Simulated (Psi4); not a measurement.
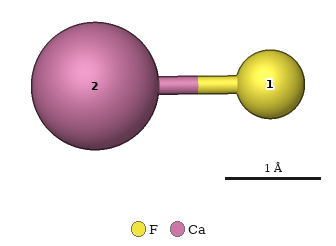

The input geometry (ball-and-stick view, seen on its broad side; atoms are numbered from 1 in the order of the input). Sticks mark near contacts. Bond lengths as drawn: Ca–F 1.85 Å.

## Excited-state calculation, with input and output: CaF (part 1 of 2)

The run: excited-state calculation of CaF, multiplicity 2. Method and program: TDDFT (LRC-wPBEh)/pcSseg-2, UKS (Psi4 1.11).

The geometry comes from this level: GFN2-xTB.

Input (calc.dat)
```python
memory 1600 mb

molecule {
  0 2
  F      0.000000     0.000000     0.000000
  Ca     0.000000     0.000000     1.852950
  units angstrom
}

set basis pcSseg-2
set reference uks
set scf_type df
set save_jk true
set dft_pruning_scheme robust
set maxiter 100
set mom_start 5

from psi4.driver.procrouting.response.scf_response import tdscf_excitations
e, wfn = energy('lrc-wpbeh', return_wfn=True)
states = tdscf_excitations(wfn, states=8, tda=False)
print_variables()
```

Command:
```bash
psi4 calc.dat calc.out -n 1
```

Log
```
Psi4 1.11 release

   => Loading Basis Set <=

    Name: PCSSEG-2
    Role: ORBITAL
    Keyword: BASIS

         ---------------------------------------------------------
                                   SCF
                              UKS Reference
                        1 Threads,   1525 MiB Core
         ---------------------------------------------------------

  ==> Geometry <==

    Molecular point group: c2v
    Full point group: C_inf_v

    Geometry (in Angstrom), charge = 0, multiplicity = 2:

       Center              X                  Y                   Z               Mass
    ------------   -----------------  -----------------  -----------------  -----------------
         F            0.000000000000     0.000000000000    -1.255892712855    18.998403162730
         CA           0.000000000000     0.000000000000     0.597057287145    39.962590863000

  Running in c2v symmetry.

  Rotational constants: A = ************  B =      0.38130  C =      0.38130 [cm^-1]
  Rotational constants: A = ************  B =  11430.99037  C =  11430.99037 [MHz]
  Nuclear repulsion =   51.405541391079090

  Charge       = 0
  Multiplicity = 2
  Electrons    = 29
  Nalpha       = 15
  Nbeta        = 14

  ==> Algorithm <==

  SCF Algorithm Type is DF.
  DIIS enabled.
  MOM enabled.
  Fractional occupation disabled.
  Guess Type is SAD.
  Energy threshold   = 1.00e-06
  Density threshold  = 1.00e-06
  Integral threshold = 1.00e-12

  ==> Primary Basis <==

  Basis Set: PCSSEG-2
    Blend: PCSSEG-2
    Number of shells: 30
    Number of basis functions: 86
    Number of Cartesian functions: 95
    Spherical Harmonics?: true
    Max angular momentum: 3

  ==> DFT Potential <==

   => LibXC <=

    Version 7.1.2

   => Composite Functional: LRC-WPBEH <=

    LRC-wPBEh Hyb-GGA Exchange-Correlation Functional

    Deriv               =              1
    GGA                 =           TRUE
    Meta                =          FALSE

    Exchange Hybrid     =           TRUE
    MP2 Hybrid          =          FALSE

   => Exchange Functionals <=

    0.8000   HJS screened exchange PBE version [omega = 0.2000]

   => Exact (HF) Exchange <=

    0.8000            HF,LR [omega = 0.2000]
    0.2000               HF

   => Correlation Functionals <=

    1.0000   Perdew, Burke & Ernzerhof

   => LibXC Density Thresholds  <==

    XC_HYB_GGA_XC_LRC_WPBEH:  1.00E-15

   => Molecular Quadrature <=

    Radial Scheme          =       TREUTLER
    Pruning Scheme         =         ROBUST
    Pruning Type           =         REGION
    Nuclear Scheme         =       TREUTLER

    Blocking Scheme        =         OCTREE
    BS radius alpha        =              1
    Pruning alpha          =              1
    Radial Points          =             75
    Spherical Points       =            302
    Total Points           =          29374
    Total Blocks           =            302
    Max Points             =            256
    Max Functions          =             83
    Weights Tolerance      =       1.00E-15

   => Loading Basis Set <=

    Name: (PCSSEG-2 AUX)
    Role: JKFIT
    Keyword: DF_BASIS_SCF

  ==> Integral Setup <==

  DFHelper Memory: AOs need 0.040 GiB; user supplied 1.070 GiB.
  SCF_SUBTYPE=INCORE selected. In-core MEM_DF algorithm will be used.
  Using in-core AOs.

  ==> MemDFJK: Density-Fitted J/K Matrices <==

    J tasked:                   Yes
    K tasked:                   Yes
    wK tasked:                  Yes
    Omega:                2.000E-01
    Memory [MiB]:              1095
    Algorithm:                 Core
    Schwarz Cutoff:           1E-12
    Mask sparsity (%):       3.5425
    Fitting Condition:        1E-10

   => Auxiliary Basis Set <=

  Basis Set: (PCSSEG-2 AUX)
    Blend: DEF2-UNIVERSAL-JKFIT
    Number of shells: 69
    Number of basis functions: 237
    Number of Cartesian functions: 296
    Spherical Harmonics?: true
    Max angular momentum: 4

  Cached 100.0% of DFT collocation blocks in 0.048 [GiB].

  Minimum eigenvalue in the overlap matrix is 1.0580961902E-02.
  Reciprocal condition number of the overlap matrix is 2.7102925420E-03.
    Using symmetric orthogonalization.

  ==> Pre-Iterations <==

  SCF Guess: Superposition of Atomic Densities via on-the-fly atomic UHF (no occupation information).

   -------------------------
    Irrep   Nso     Nmo
   -------------------------
     A1        37      37
     A2         7       7
     B1        21      21
     B2        21      21
   -------------------------
    Total      86      86
   -------------------------

  ==> Iterations <==

                           Total Energy        Delta E     RMS |[F,P]|

   @DF-UKS iter SAD:  -776.52562520556171   -7.76526e+02   0.00000e+00
   @DF-UKS iter   1:  -777.12061040926494   -5.94985e-01   1.52234e-02 ADIIS/DIIS
   @DF-UKS iter   2:  -776.87055833889372    2.50052e-01   2.38772e-02 ADIIS/DIIS
   @DF-UKS iter   3:  -777.27210407211635   -4.01546e-01   1.78366e-03 ADIIS/DIIS
   @DF-UKS iter   4:  -777.27404307412883   -1.93900e-03   3.87456e-04 ADIIS/DIIS
   @DF-UKS iter   5:  -777.27453173352910   -4.88659e-04   1.34130e-04 ADIIS/DIIS/MOM
   @DF-UKS iter   6:  -777.27477530850911   -2.43575e-04   7.06345e-05 DIIS/MOM
   @DF-UKS iter   7:  -777.27484878340567   -7.34749e-05   3.45893e-05 DIIS/MOM
   @DF-UKS iter   8:  -777.27486324732217   -1.44639e-05   1.35679e-05 DIIS/MOM
   @DF-UKS iter   9:  -777.27486606347406   -2.81615e-06   3.17035e-06 DIIS/MOM
   @DF-UKS iter  10:  -777.27486619711931   -1.33645e-07   6.53612e-07 DIIS/MOM
  Energy and wave function converged.

  ==> Post-Iterations <==

   Electrons on quadrature grid:
      Nalpha   =   14.9999604677 ; deviation = -3.953e-05
      Nbeta    =   13.9999605251 ; deviation = -3.947e-05
      Ntotal   =   28.9999209928 ; deviation = -7.901e-05

   @Spin Contamination Metric:   1.703339683E-04
   @S^2 Expected:                7.500000000E-01
   @S^2 Observed:                7.501703340E-01
   @S   Expected:                5.000000000E-01
   @S   Observed:                5.000000000E-01

    Orbital Energies [Eh]
    ---------------------

    Alpha Occupied:

       1A1  -145.392027     2A1   -24.656976     3A1   -15.476175
       1B1   -12.599060     1B2   -12.599060     4A1   -12.596516
       5A1    -1.875218     6A1    -1.229504     2B2    -1.147143
       2B1    -1.147143     7A1    -1.080407     8A1    -0.442337
       3B2    -0.442027     3B1    -0.442027     9A1    -0.204746

    Alpha Virtual:

       4B1     0.021557     4B2     0.021557    10A1     0.046365
       1A2     0.064141    11A1     0.064141     5B1     0.113777
       5B2     0.113777    12A1     0.123074    13A1     0.197823
      14A1     0.290962     2A2     0.290963     6B2     0.296618
       6B1     0.296618    15A1     0.316336    16A1     0.617239
       7B1     0.619367     7B2     0.619367     8B1     0.681482
       8B2     0.681482    17A1     0.733606    18A1     1.037897
      19A1     1.343425     9B2     1.358821     9B1     1.358821
      20A1     1.376300     3A2     1.376301    21A1     1.542051
      22A1     1.971112     4A2     1.971336    10B2     2.100360
      10B1     2.100360    23A1     2.431296    24A1     2.774918
      11B2     2.777744    11B1     2.777744    12B2     3.316190
      12B1     3.316190    25A1     3.440515    26A1     4.504160
       5A2     4.505511    13B1     4.519972    13B2     4.519972
      14B2     4.540775    14B1     4.540775    27A1     4.647318
      28A1     4.727459    29A1     5.933619     6A2     5.933622
      15B2     5.961408    15B1     5.961408    30A1     6.083305
       7A2     7.663946    31A1     7.667781    16B2     7.737396
      16B1     7.737396    32A1     8.004586    17B2    10.405609
      17B1    10.405609    33A1    10.460075    18B2    12.991131
      18B1    12.991131    34A1    13.214436    19B2    43.012370
      19B1    43.012370    35A1    43.050774    20B2    43.863120
      20B1    43.863120    36A1    44.027290    21B2   154.732008
      21B1   154.732008    37A1   154.855226

    Beta Occupied:

       1A1  -145.391162     2A1   -24.657029     3A1   -15.474975
       1B1   -12.598335     1B2   -12.598335     4A1   -12.595315
       5A1    -1.871274     6A1    -1.227433     2B2    -1.144013
       2B1    -1.144013     7A1    -1.077533     3B2    -0.442111
       3B1    -0.442111     8A1    -0.441751

    Beta Virtual:

       9A1    -0.020968     4B2     0.055313     4B1     0.055313
      10A1     0.070295     1A2     0.075531    11A1     0.075532
       5B2     0.120280     5B1     0.120280    12A1     0.136903
      13A1     0.205855    14A1     0.302400     2A2     0.302400
       6B2     0.307535     6B1     0.307535    15A1     0.328171
      16A1     0.619504     7B2     0.627529     7B1     0.627529
       8B2     0.685920     8B1     0.685920    17A1     0.740656
      18A1     1.043044    19A1     1.351686     9B2     1.364086
       9B1     1.364086     3A2     1.382947    20A1     1.382948
      21A1     1.547005    22A1     1.971125     4A2     1.971352
      10B2     2.101245    10B1     2.101245    23A1     2.432386
      24A1     2.776880    11B2     2.777842    11B1     2.777842
      12B2     3.320039    12B1     3.320039    25A1     3.443642
      26A1     4.504050     5A2     4.505407    13B1     4.519804
      13B2     4.519804    14B2     4.540824    14B1     4.540824
      27A1     4.647957    28A1     4.728076    29A1     5.934470
       6A2     5.934473    15B2     5.962713    15B1     5.962713
      30A1     6.085239     7A2     7.663630    31A1     7.667463
      16B2     7.737380    16B1     7.737380    32A1     8.004648
      17B2    10.405356    17B1    10.405356    33A1    10.460177
      18B2    12.992423    18B1    12.992423    34A1    13.217160
      19B2    43.012185    19B1    43.012185    35A1    43.050853
      20B1    43.863889    20B2    43.863889    36A1    44.029167
      21B1   154.732539    21B2   154.732539    37A1   154.856187

    Final Occupation by Irrep:
             A1    A2    B1    B2
    DOCC [     8,    0,    3,    3 ]
    SOCC [     1,    0,    0,    0 ]
    NA   [     9,    0,    3,    3 ]
    NB   [     8,    0,    3,    3 ]

  @DF-UKS Final Energy:  -777.27486619711931

   => Energetics <=

    Nuclear Repulsion Energy =             51.4055413910790904
    One-Electron Energy =               -1171.0685707176435244
    Two-Electron Energy =                 377.1569566307447303
    DFT Exchange-Correlation Energy =     -34.7687935012997116
    Empirical Dispersion Energy =           0.0000000000000000
    VV10 Nonlocal Energy =                  0.0000000000000000
    Total Energy =                       -777.2748661971193087

  UHF NO Occupations:
  HONO-2 :    3 B1 1.9999801
  HONO-1 :    8 A1 1.9999709
  HONO-0 :    9 A1 1.0000000
  LUNO+0 :   10 A1 0.0000291
  LUNO+1 :    4 B1 0.0000199
  LUNO+2 :    4 B2 0.0000199
  LUNO+3 :    5 B1 0.0000065

Computation Completed

Properties will be evaluated at   0.000000,   0.000000,   0.000000 [a0]

Properties computed using the SCF density matrix

 Multipole Moments:

 ------------------------------------------------------------------------------------
     Multipole            Electronic (a.u.)      Nuclear  (a.u.)        Total (a.u.)
 ------------------------------------------------------------------------------------

 L = 1.  Multiply by 2.5417464519 to convert [e a0] to [Debye]
 Dipole X            :          0.0000000            0.0000000            0.0000000
 Dipole Y            :          0.0000000            0.0000000            0.0000000
 Dipole Z            :         -0.3183371            1.2058556            0.8875185
 Magnitude           :                                                    0.8875185

 ------------------------------------------------------------------------------------

	total time  =          2 seconds =       0.03 minutes
```
